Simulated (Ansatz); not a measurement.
## GeH$_{4}$BrClO$_{3}$: geometry relaxation (part 2 of 2)

The same run, continued: GeH$_{4}$BrClO$_{3}$; RHF/def2-SVP (Ansatz 0.2.0). The input holds or restrains some coordinates. It belongs to a series of runs on one base structure; here: pulled along the bonds that form and break, towards end B.

Geometry of the input (Å):
```
Ge 0.0000  0.0000  0.0000
O  0.0000  0.0000  2.1200
H  -0.9095  -0.2814  2.4571
O  1.6691  0.0000  -0.5894
H  1.9855  -0.9521  -0.7061
O  -0.8337  1.4443  -0.5894
H  -1.7915  1.2136  -0.8118
Cl -1.0456  -1.8115  -0.7393
Br 1.4160  2.1354  0.8514
H  0.6903  1.0411  2.0012
```

**Trajectory as extended XYZ, continued**
```
10
Properties=species:S:1:pos:R:3:forces:R:3 step=6 energy=-145128.79062
Ge    0.2575    0.4186   -0.3526    0.4151   0.2757   0.5268
O     0.0744   -0.1796    2.5363    0.5505   1.0540  -0.6182
H    -0.8608   -0.2957    2.6667    0.3553   0.5307   0.1959
O     1.8007   -0.2087   -0.8326   -0.0637  -0.1642  -0.4471
H     1.9450   -1.1441   -0.8653   -0.2955  -0.0545  -0.1804
O    -1.0098    1.4899   -0.8680    0.0489  -0.0953  -0.3024
H    -1.8695    1.1511   -1.0662    0.0097  -0.3144  -0.1864
Cl   -0.9087   -1.4869   -0.4796    0.3796   0.7320   0.4966
Br    1.3941    2.2955    0.6167   -0.4537  -0.4987   0.3313
H     0.3578    0.7494    2.6383   -0.9461  -1.4654   0.1839
10
Properties=species:S:1:pos:R:3:forces:R:3 step=7 energy=-145129.17977
Ge    0.3078    0.4802   -0.3757   -0.2542   0.2230   0.8525
O     0.0695   -0.1862    2.4831   -0.6517   2.5205   1.0873
H    -0.8478   -0.2930    2.7857    1.3179   0.0508  -0.4255
O     1.7678   -0.2070   -0.9744    0.4283  -0.2030  -0.4761
H     1.8521   -1.1567   -0.9776   -0.2706   0.3821  -0.1244
O    -0.9686    1.4589   -1.0290    0.0254   0.2016  -0.3682
H    -1.8202    1.0622   -1.1781    0.4070  -0.1329  -0.0731
Cl   -0.8724   -1.3923   -0.3137    0.1461   0.2454   0.4288
Br    1.3581    2.2951    0.7813   -0.4949  -0.7731  -0.2027
H     0.3343    0.7282    2.7921   -0.6533  -2.5144  -0.6987
10
Properties=species:S:1:pos:R:3:forces:R:3 step=8 energy=-145129.46094
Ge    0.2881    0.4819   -0.3539    0.7607   0.1045   0.3859
O     0.0873   -0.1712    2.5334   -0.7109   2.1621   1.3788
H    -0.8345   -0.3011    2.7983    1.1308  -0.0243  -0.3334
O     1.7533   -0.1732   -1.0657   -0.6426  -0.1060  -0.0163
H     1.7881   -1.1252   -1.1253   -0.1020   0.4424  -0.0699
O    -0.9138    1.4691   -1.1310   -0.2158  -0.3730  -0.3049
H    -1.7323    1.0241   -1.3355    0.3889   0.1577  -0.0528
Cl   -0.8830   -1.3789   -0.1194    0.2674   0.5371   0.1785
Br    1.3021    2.2544    0.8666   -0.4371  -0.7221  -0.2739
H     0.3252    0.7095    2.9264   -0.4393  -2.1786  -0.8919
10
Properties=species:S:1:pos:R:3:forces:R:3 step=9 energy=-145129.65644
Ge    0.3144    0.5236   -0.3130    0.2139   0.1876  -0.4426
O     0.0577   -0.1610    2.5708   -0.2855   1.1151   1.0537
H    -0.8309   -0.3610    2.8763    0.8204   0.1867  -0.2183
O     1.6832   -0.1353   -1.1893   -0.3954  -0.1066   0.3661
H     1.6978   -1.0876   -1.2308    0.0025   0.3910  -0.0627
O    -0.8431    1.4224   -1.2702   -0.0498  -0.2795   0.1758
H    -1.6480    0.9487   -1.4664    0.4332   0.2130   0.0178
Cl   -0.8670   -1.2926    0.0593    0.2087   0.3630   0.0164
Br    1.2974    2.2573    0.9686   -0.4957  -0.8210  -0.5084
H     0.3191    0.6748    2.9884   -0.4524  -1.2494  -0.3977
10
Properties=species:S:1:pos:R:3:forces:R:3 step=10 energy=-145129.66126
Ge    0.2734    0.4696   -0.3489    0.1585   1.2201   0.1970
O     0.0689   -0.0522    2.5794   -1.6420   0.1904   2.4301
H    -0.7259   -0.4607    3.0068    1.8911   0.8817  -1.0065
O     1.6650   -0.1213   -1.1924   -0.0149  -0.7201  -0.0528
H     1.6864   -1.0671   -1.3128    0.0836   0.4222  -0.0469
O    -0.8020    1.4374   -1.3305   -0.3684  -0.5506   0.0001
H    -1.5960    0.9932   -1.6231    0.4715   0.2813   0.0986
Cl   -0.9131   -1.2957    0.0803    0.1395   0.2012   0.0021
Br    1.2278    2.1724    0.9930   -0.3537  -0.5663  -0.6486
H     0.2960    0.7138    3.1420   -0.3652  -1.3600  -0.9732
10
Properties=species:S:1:pos:R:3:forces:R:3 step=11 energy=-145129.77532
Ge    0.2131    0.5363   -0.3373    0.4556   0.8778   0.0434
O     0.1800   -0.1405    2.5749   -0.0783   0.9335   1.4817
H    -0.5796   -0.5750    2.9543    0.4073   0.1981  -0.1625
O     1.6323   -0.1527   -1.0721   -0.2176  -0.0675   0.0744
H     1.6262   -1.0938   -1.1801    0.0345   0.0553  -0.0176
O    -0.7851    1.4532   -1.4433   -0.0067  -0.3465   0.1562
H    -1.5382    1.0030   -1.8078    0.2102   0.0882   0.0673
Cl   -1.0124   -1.1655    0.1948   -0.1092   0.1408  -0.2388
Br    1.1102    2.2663    1.0033   -0.4736  -0.5930  -0.6778
H     0.3341    0.6582    3.1071   -0.2222  -1.2867  -0.7262
10
Properties=species:S:1:pos:R:3:forces:R:3 step=12 energy=-145129.85058
Ge    0.1514    0.5841   -0.3305    0.5881   0.6075  -0.0733
O     0.2694   -0.1946    2.5591    1.0039   1.3135   0.6404
H    -0.4319   -0.6542    2.9676   -0.6042  -0.3894   0.3905
O     1.6045   -0.1781   -0.9365   -0.3996   0.4591   0.1526
H     1.5868   -1.1153   -1.0392   -0.0450  -0.1879   0.0071
O    -0.7709    1.4579   -1.5326    0.1472  -0.1641   0.1111
H    -1.4747    0.9971   -1.9733    0.2095   0.0272   0.1450
Cl   -1.1679   -1.0517    0.1711   -0.1333   0.1164  -0.0547
Br    0.9667    2.3532    1.0130   -0.5221  -0.6750  -0.7088
H     0.4471    0.5911    3.0949   -0.2444  -1.1073  -0.6099
10
Properties=species:S:1:pos:R:3:forces:R:3 step=13 energy=-145129.93967
Ge    0.0850    0.6083   -0.3113    0.5776   0.6929  -0.1887
O     0.4051   -0.2534    2.5362    0.6808   1.0680   0.5801
H    -0.2940   -0.7334    2.9370   -0.3518  -0.2048   0.2477
O     1.5615   -0.1967   -0.7995   -0.5254   0.5220   0.1451
H     1.5310   -1.1330   -0.9081   -0.0513  -0.1864   0.0421
O    -0.7212    1.4641   -1.6155    0.0556  -0.3784   0.1201
H    -1.3824    1.0005   -2.1222    0.3428   0.1148   0.2965
Cl   -1.3309   -0.9469    0.1918   -0.0432   0.2142   0.0026
Br    0.7906    2.4306    1.0269   -0.5105  -0.7713  -0.6812
H     0.5360    0.5492    3.0584   -0.1746  -1.0710  -0.5643
10
Properties=species:S:1:pos:R:3:forces:R:3 step=14 energy=-145130.00978
Ge    0.0573    0.6284   -0.3035    0.2451   0.8184   0.0142
O     0.5190   -0.2910    2.4908   -0.0336   1.0427   1.0570
H    -0.1527   -0.8310    2.8931    0.2136   0.2310  -0.0967
O     1.5289   -0.2099   -0.7124   -0.4460   0.1778   0.0617
H     1.4852   -1.1533   -0.7816    0.0021   0.0371   0.0903
O    -0.6648    1.4544   -1.6704    0.1814  -0.2417   0.1429
H    -1.3107    0.9824   -2.1817    0.1655   0.0396   0.1563
Cl   -1.4739   -0.8159    0.2136    0.1321   0.2065   0.0377
Br    0.6457    2.4821    1.0494   -0.4156  -0.8122  -0.6820
H     0.5466    0.5432    2.9964   -0.0447  -1.4994  -0.7814
10
Properties=species:S:1:pos:R:3:forces:R:3 step=15 energy=-145130.08946
Ge    0.0223    0.6568   -0.3162    0.1858   0.7116   0.2198
O     0.5822   -0.3423    2.4313    0.0728   1.0460   0.9607
H    -0.0774   -0.8707    2.8633    0.1214   0.1522  -0.0749
O     1.4884   -0.2130   -0.6575   -0.3957  -0.0579  -0.0386
H     1.4614   -1.1605   -0.5832    0.0131   0.2925   0.1172
O    -0.6317    1.4565   -1.7250    0.1768  -0.1598   0.1130
H    -1.2752    0.9849   -2.2370    0.1094   0.0120   0.0947
Cl   -1.5506   -0.7300    0.2280    0.1227   0.2038   0.0045
Br    0.5312    2.5140    1.0616   -0.3557  -0.7999  -0.6690
H     0.6300    0.4938    2.9284   -0.0505  -1.4004  -0.7275
10
Properties=species:S:1:pos:R:3:forces:R:3 step=16 energy=-145130.15248
Ge   -0.0045    0.6717   -0.3266    0.1341   0.7466   0.3732
O     0.6361   -0.3922    2.3802    0.1685   0.9320   0.8180
H    -0.0575   -0.8706    2.8141    0.0626   0.0769  -0.0469
O     1.4491   -0.2147   -0.6501   -0.2651  -1.4939   0.3254
H     1.4594   -1.1555   -0.3882    0.0144   1.6638  -0.2538
O    -0.6081    1.4581   -1.7566    0.1540  -0.0508   0.0499
H    -1.2469    0.9854   -2.2701    0.0334  -0.0228   0.0010
Cl   -1.6039   -0.6610    0.2477    0.0473   0.1174   0.0018
Br    0.4315    2.5251    1.0772   -0.2729  -0.7552  -0.6300
H     0.7254    0.4429    2.8661   -0.0762  -1.2140  -0.6386
10
Properties=species:S:1:pos:R:3:forces:R:3 step=17 energy=-145130.24524
Ge   -0.0595    0.7026   -0.3154    0.2196   0.6249   0.2663
O     0.6861   -0.4727    2.3162    0.2156   1.0255   0.7102
H     0.0146   -0.9071    2.8240    0.0251   0.0440  -0.0549
O     1.3877   -0.2094   -0.5859   -0.2409  -0.8616   0.2040
H     1.4211   -1.0934   -0.2020    0.0110   1.0510  -0.1557
O    -0.5855    1.4561   -1.7914    0.0593  -0.0363   0.0674
H    -1.1671    0.9534   -2.3453    0.0816   0.0241   0.0482
Cl   -1.6856   -0.5882    0.2616    0.0065   0.1327   0.0194
Br    0.3551    2.5573    1.0927   -0.2846  -0.7863  -0.5942
H     0.8136    0.3908    2.7392   -0.0933  -1.2181  -0.5108
10
Properties=species:S:1:pos:R:3:forces:R:3 step=18 energy=-145130.36544
Ge   -0.1166    0.6851   -0.3268   -0.0323   0.9688   0.3822
O     0.7446   -0.5044    2.2618    0.3578   0.9625   0.6842
H     0.0932   -0.9101    2.8166   -0.0134  -0.0010  -0.0580
O     1.2934   -0.2674   -0.6170   -0.2014  -0.4670   0.2539
H     1.4131   -1.0059   -0.0225    0.0623   0.5019  -0.0849
O    -0.5683    1.4731   -1.8072   -0.0114  -0.1599  -0.0084
H    -1.0149    0.9357   -2.4489    0.0999   0.0902   0.0564
Cl   -1.8098   -0.4724    0.3085    0.0299  -0.0598  -0.0421
Br    0.2023    2.5086    1.1469   -0.0880  -0.6580  -0.6322
H     0.9437    0.3469    2.6823   -0.2033  -1.1778  -0.5509
10
Properties=species:S:1:pos:R:3:forces:R:3 step=19 energy=-145130.41089
Ge   -0.1646    0.6966   -0.3094    0.2424   0.8685   0.2621
O     0.8414   -0.5520    2.2014   -0.2965   0.8014   1.0818
H     0.0791   -0.8823    2.6774    0.5033   0.1509  -0.3136
O     1.2294   -0.2907   -0.5522   -0.0349  -0.8597   0.7724
H     1.3811   -0.9322    0.1606   -0.0864   0.9814  -0.7492
O    -0.5593    1.4666   -1.8128   -0.1896  -0.2884  -0.1724
H    -0.9492    0.9090   -2.4808    0.2038   0.2494   0.2443
Cl   -1.8594   -0.4473    0.3296   -0.0787  -0.0668   0.0294
Br    0.1563    2.5091    1.1775   -0.1238  -0.6449  -0.6271
H     1.0258    0.3125    2.6023   -0.1398  -1.1916  -0.5276
10
Properties=species:S:1:pos:R:3:forces:R:3 step=20 energy=-145130.37381 accepted=F
Ge   -0.1608    0.7015   -0.3246   -0.2435   0.6507   0.2749
O     0.7808   -0.5906    2.1849    0.4149   1.1512   0.8420
H     0.0779   -0.9037    2.7427    0.1243  -0.0106  -0.2104
O     1.1781   -0.3436   -0.6068    0.8388  -0.9110   2.2251
H     1.4782   -0.7859    0.2359   -0.7409   0.9573  -2.0365
O    -0.5813    1.4624   -1.8226   -0.0538  -0.0547  -0.0796
H    -0.9397    0.8962   -2.4955    0.0969   0.1143   0.1064
Cl   -1.8678   -0.4183    0.3459   -0.0721   0.0269  -0.0126
Br    0.1845    2.4981    1.1799   -0.0536  -0.6607  -0.6884
H     1.0306    0.2733    2.5539   -0.3109  -1.2634  -0.4210
10
Properties=species:S:1:pos:R:3:forces:R:3 step=21 energy=-145130.45064
Ge   -0.1803    0.6836   -0.3150    0.1042   0.8790   0.3767
O     0.8326   -0.5552    2.1937    0.2909   0.9655   0.7168
H     0.0898   -0.8926    2.6732   -0.0193  -0.0685   0.0042
O     1.2006   -0.3149   -0.5609    0.0155  -0.3996   0.4152
H     1.4137   -0.8553    0.2027   -0.0567   0.4083  -0.3832
O    -0.5722    1.4646   -1.8100   -0.0649  -0.0916  -0.0170
H    -0.9292    0.9117   -2.4918    0.0528   0.0566   0.0026
Cl   -1.8904   -0.4458    0.3300    0.0310   0.0161   0.0059
Br    0.1864    2.4909    1.1714   -0.1740  -0.6334  -0.6308
H     1.0296    0.3023    2.6005   -0.1793  -1.1324  -0.4906
10
Properties=species:S:1:pos:R:3:forces:R:3 step=22 energy=-145130.46439
Ge   -0.2022    0.6911   -0.3173    0.0756   0.8383   0.4040
O     0.8332   -0.5541    2.1818    0.2822   0.9297   0.7371
H     0.1551   -0.9622    2.7029    0.0366   0.0323  -0.0266
O     1.1650   -0.3265   -0.5571    0.0176  -0.1911   0.1817
H     1.4037   -0.8200    0.2246   -0.0326   0.2042  -0.1915
O    -0.5903    1.4663   -1.8152   -0.0601  -0.0915  -0.0724
H    -0.8665    0.9048   -2.5277    0.0585   0.0652   0.0527
Cl   -1.9154   -0.4181    0.3495    0.0109   0.0215  -0.0011
Br    0.1889    2.5025    1.1578   -0.1791  -0.6390  -0.6227
H     1.0091    0.3056    2.5943   -0.2096  -1.1696  -0.4612
10
Properties=species:S:1:pos:R:3:forces:R:3 step=23 energy=-145130.47551
Ge   -0.2315    0.6907   -0.3063    0.0470   0.8317   0.3733
O     0.8430   -0.5553    2.1770    0.2785   0.9639   0.7506
H     0.1498   -0.9862    2.6572    0.0096   0.0020  -0.0123
O     1.1275   -0.3309   -0.5786   -0.0451   0.0028  -0.0138
H     1.4204   -0.7580    0.2183    0.0331  -0.0205  -0.0001
O    -0.6795    1.4465   -1.7976    0.0412  -0.0087   0.0203
H    -0.7368    0.8883   -2.5597    0.0224  -0.0127  -0.0222
Cl   -1.9275   -0.4065    0.4208    0.0158   0.0294   0.0294
Br    0.2332    2.5027    1.1468   -0.2473  -0.6260  -0.6231
H     0.9820    0.2982    2.6157   -0.1552  -1.1619  -0.5019
```

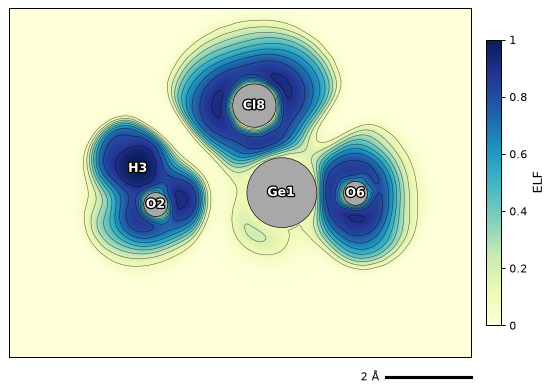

*Electron localisation function on the plane of atoms O6, Ge1 and Cl8. Grey discs, where drawn, cover atomic cores.*

The section cuts through Ge, O, H and Cl sites. Ge1···O2 (2.98 Å): the ELF is only about 0.05 between them. Ge–O (1.73 Å): the ELF peaks at about 0.85 in the valence shell of O, 0.6 Å from its nucleus, and is about 0.35 at the midpoint. Ge–Cl (2.15 Å): the ELF peaks at about 0.85 in the valence shell of Cl, 0.9 Å from its nucleus, and is about 0.70 at the midpoint.

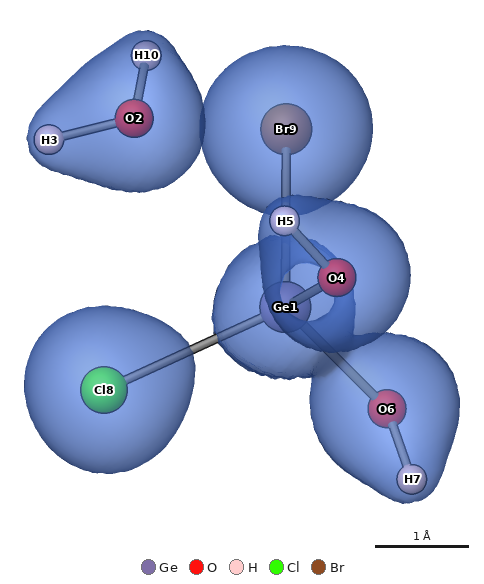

*Isosurface of the electron density at 0.8 e/Å³ (blue), seen at an oblique angle.*

At this value the surface falls into four separate pieces. It is pinched off along the Ge···O (2.98 Å), Ge–Cl (2.15 Å) and Ge–Br (2.37 Å) contacts. On the grid the lowest density along these lines, outside the cores, is 0.08 e/Å³ (Ge···O, 2.98 Å), 1.1 e/Å³ (Ge–O, 1.72 Å), 0.68 e/Å³ (Ge–Cl, 2.15 Å) and 0.56 e/Å³ (Ge–Br, 2.37 Å).

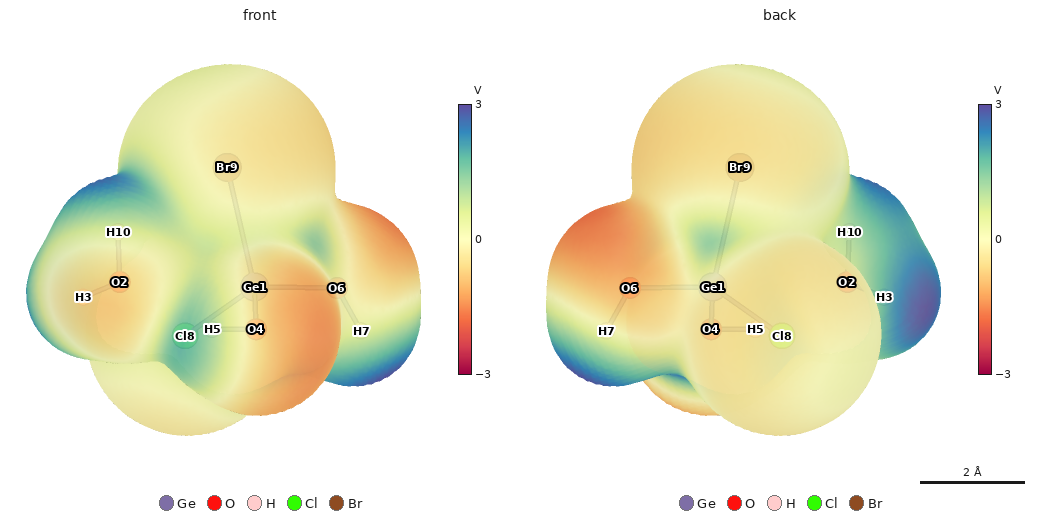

*The electrostatic potential painted on the density surface at 0.002 e/bohr³, seen at a tilt and from behind; red is negative and blue positive.*
